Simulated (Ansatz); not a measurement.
LiF (rock salt)

```cif
data_F4Li4
_chemical_formula_sum 'F4 Li4'
_space_group_name_H-M_alt 'Fm-3m'
_space_group_IT_number 225
_space_group_name_Hall '-F 4 2 3'
_cell_length_a 3.99020
_cell_length_b 3.99020
_cell_length_c 3.99020
_cell_angle_alpha 90.000
_cell_angle_beta 90.000
_cell_angle_gamma 90.000
loop_
_atom_site_label
_atom_site_type_symbol
_atom_site_symmetry_multiplicity
_atom_site_Wyckoff_symbol
_atom_site_fract_x
_atom_site_fract_y
_atom_site_fract_z
_atom_site_occupancy
F1 F 4 a 0.00000 0.00000 0.00000 1
Li1 Li 4 b 0.50000 0.50000 0.50000 1
```
(The calculation used a cell of 2 atoms; values per cell refer to that cell.)

Equation-of-state scan: isotropic scaling of the cell above, V₀ being its volume. Symmetry pins the atoms to their sites.

Level of theory: r2SCAN (plane waves to 500 eV, PAW, scalar-relativistic; Ansatz, a quantum-chemistry and plane-wave program). k mesh 14×14×14 (Γ-centred), Fermi-Dirac smearing 0.05 eV. The energy includes the smearing's −TS. LiF was relaxed with its symmetry unable to fall. ΔE is measured from the relaxed starting cell.

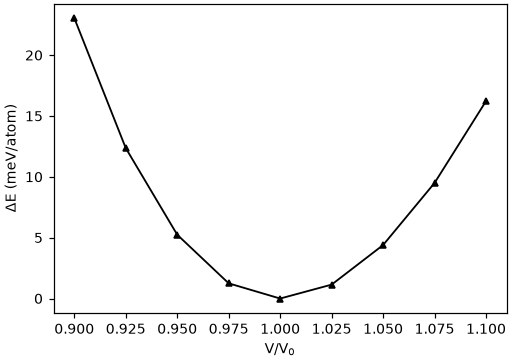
Figure. ΔE (meV/atom) against V/V₀; computed points joined by lines.

### Question
What is ΔE at V/V₀ = 1.100?

### Answer
About 16 meV/atom.

### Question
What is ΔE at V/V₀ = 0.900?

### Answer
About 23 meV/atom.

### Question
What bulk modulus B₀ follows from a third-order Birch-Murnaghan fit?

### Answer
About 77 GPa.

(Under strain, the slope of the energy per volume gives the stress and its curvature an elastic modulus.)
